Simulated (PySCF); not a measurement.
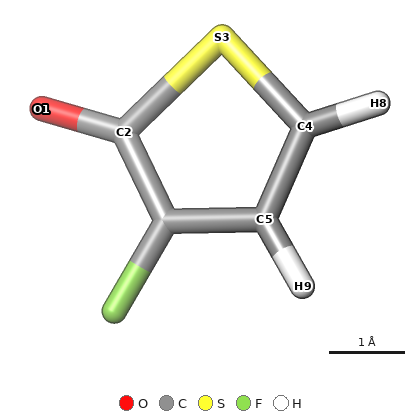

Figure 1. The input geometry (stick view, seen at a tilt; atoms are numbered from 1 in the order of the input). Bond lengths as drawn: C–C 1.35 to 1.40 Å, C–F 1.39 Å, C–H 1.07 to 1.08 Å, C–O 1.23 Å and C–S 1.74 to 1.86 Å.

**Run report: C4H2FOS (charge −1), NMR shielding calculation**

The run: NMR shielding calculation of C4H2FOS, charge −1, SMILES [O-]c1sccc1F. Method and program: GIAO LDA/pcSseg-1 NMR shielding, non-relativistic, gas phase (PySCF 2.14.0).

The geometry comes from this level: GFN2-xTB. It belongs to a series of runs on one base structure; here: LDA/pcSseg-1; aux def2-universal-jkfit. Figures and captions count atoms from 1; the log counts them from 0 in places.

Log
```
final grid: 90136 points
cycle   1  E = -722.7638463892  dE =  1.136e+00  |g| = 1.010e+00  |ddm| = 3.221e+00
cycle   2  E = -720.2617368645  dE =  2.502e+00  |g| = 3.051e+00  |ddm| = 6.723e+00
cycle   3  E = -722.8406203158  dE = -2.579e+00  |g| = 6.941e-01  |ddm| = 6.509e+00
cycle   4  E = -722.9353843846  dE = -9.476e-02  |g| = 3.710e-01  |ddm| = 1.173e+00
cycle   5  E = -722.9539814479  dE = -1.860e-02  |g| = 2.584e-01  |ddm| = 6.332e-01
cycle   6  E = -722.9713419456  dE = -1.736e-02  |g| = 6.103e-02  |ddm| = 3.519e-01
cycle   7  E = -722.9722870086  dE = -9.451e-04  |g| = 3.281e-02  |ddm| = 1.132e-01
cycle   8  E = -722.9725702349  dE = -2.832e-04  |g| = 7.255e-03  |ddm| = 4.336e-02
cycle   9  E = -722.9725774277  dE = -7.193e-06  |g| = 4.307e-03  |ddm| = 7.748e-03
cycle  10  E = -722.9725812049  dE = -3.777e-06  |g| = 1.384e-03  |ddm| = 4.569e-03
cycle  11  E = -722.9725817162  dE = -5.113e-07  |g| = 2.965e-04  |ddm| = 1.891e-03
cycle  12  E = -722.9725817303  dE = -1.408e-08  |g| = 1.414e-04  |ddm| = 4.023e-04
cycle  13  E = -722.9725817334  dE = -3.081e-09  |g| = 5.676e-05  |ddm| = 2.075e-04
cycle  14  E = -722.9725817342  dE = -8.095e-10  |g| = 5.783e-06  |ddm| = 6.514e-05
converged SCF energy = -722.9725817342

GIAO shielding tensors (ppm)
atom      isotropic    diamagn.    paramagn.     s11        s22        s33       span
  0 O       11.234     396.259    -385.025   -276.343      1.698    308.348    584.691
  1 C        8.275     249.576    -241.300    -51.777     25.683     50.919    102.695
  2 S      286.216    1056.338    -770.122     50.521    367.329    440.797    390.277
  3 C       98.378     257.770    -159.391     20.047    124.174    150.913    130.866
  4 C       63.977     253.516    -189.538    -16.985     64.580    144.337    161.322
  5 C       34.405     248.966    -214.562     -1.644     39.179     65.679     67.323
  6 F      377.076     473.468     -96.392    359.583    367.668    403.976     44.393
  7 H       27.292      31.544      -4.252     23.939     26.636     31.301      7.362
  8 H       25.215      30.840      -5.625     24.196     24.348     27.102      2.906
```

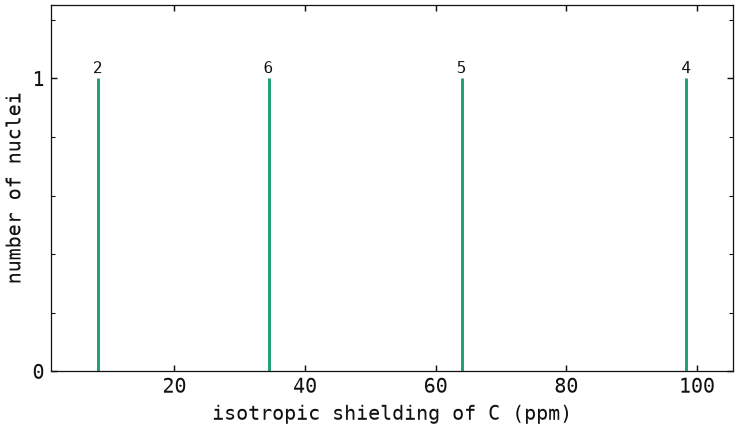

Figure 2. Isotropic shieldings of the carbon nuclei in this fixed geometry, labelled by atom number; shielding grows to the right, so chemical shift grows to the left. The least shielded is C2 (8.3 ppm), the most shielded C4 (98.4 ppm).

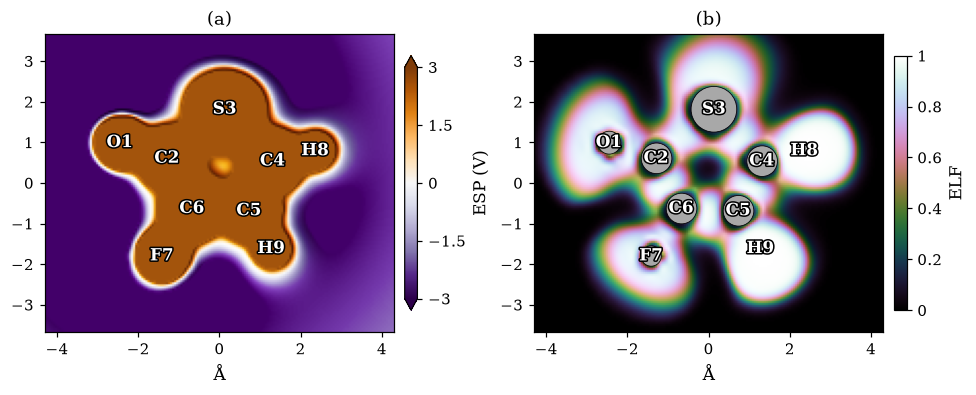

Figure 3. (a) electrostatic potential; (b) ELF on the molecular plane. Grey discs, where drawn, cover atomic cores. The section cuts through O, C, S, F and H sites. C–O (1.23 Å): the ELF peaks at about 0.85 between the atoms; a double or triple bond. C–C (1.35 Å): the ELF peaks at about 0.90 between the atoms (a double or triple bond). C–F (1.39 Å): the ELF peaks at about 0.85 between the atoms, which marks a shared but strongly polarised pair. C–H (1.07 Å): the ELF climbs to about 1 towards the hydrogen, as it does in any bond to H (a covalent bond by its length).

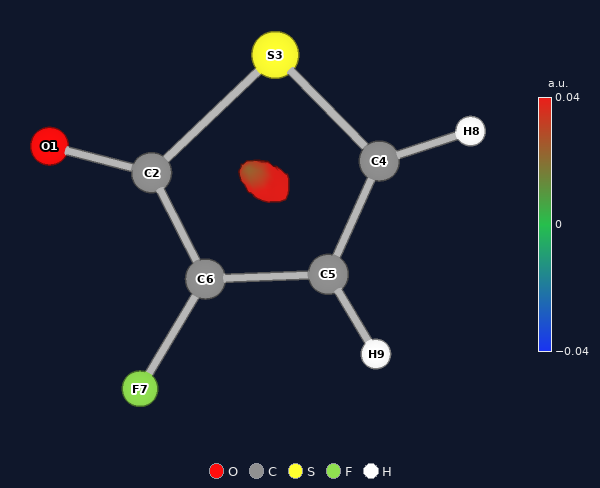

Figure 4. Non-covalent interaction (NCI) plot: the surface where the reduced density gradient is 0.5, for densities under 0.05 a.u., coloured by sign(λ₂)ρ; seen at an oblique angle.

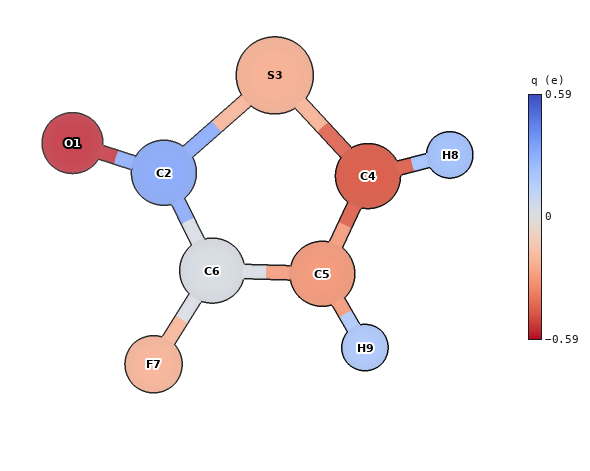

Figure 5. ESP-fitted charges, as the colour of each atom (ball-and-stick view, seen at a tilt; atoms are numbered from 1 in the order of the input). By element: O −0.56, C −0.45 to +0.34, S −0.23, F −0.22 and H +0.17 to +0.21 e.

The run was set up as follows.

Input file
```
{"job": {"kind": "nmr", "xc": "LDA", "basis": "pcSseg-1", "pop": true, "scf": {"aux": "def2-universal-jkfit"}}, "charge": -1, "multiplicity": 1}
O      2.485519     0.897275    -0.021432
C      1.307266     0.554329    -0.008936
S     -0.052466     1.772555    -0.360441
C     -1.290203     0.560385    -0.153866
C     -0.760064    -0.647453     0.149635
C      0.642504    -0.633480     0.223721
F      1.339899    -1.794763     0.525501
H     -2.319163     0.838676    -0.272684
H     -1.339730    -1.541531     0.320561
```

The first line tells a small driver script what to run in PySCF; the rest is the geometry in Å.

Launch command:
```bash
OMP_NUM_THREADS=1 python <driver script> task.json out
```

Results in brief

| quantity | value |
| --- | --- |
| outcome | converged |
| total energy | −722.972582 hartree |
| HOMO | 0.75 eV |
| LUMO | 4.09 eV |
| isotropic shielding, O | 11.2 ppm |
| isotropic shielding, C | 8.3 to 98.4 ppm |
| isotropic shielding, S | 286.2 ppm |
| isotropic shielding, F | 377.1 ppm |
| isotropic shielding, H | 25.2 to 27.3 ppm |
| hardware | 1 CPU thread, shared host |
| wall time | 14 s |
| peak memory | 0.58 GiB |

Settings chosen away from the usual ones: LDA/pcSseg-1; aux def2-universal-jkfit. The highest filled orbital lies above zero: either the extra electron isn't bound at this level, or the self-interaction error of the functional lifts the level.
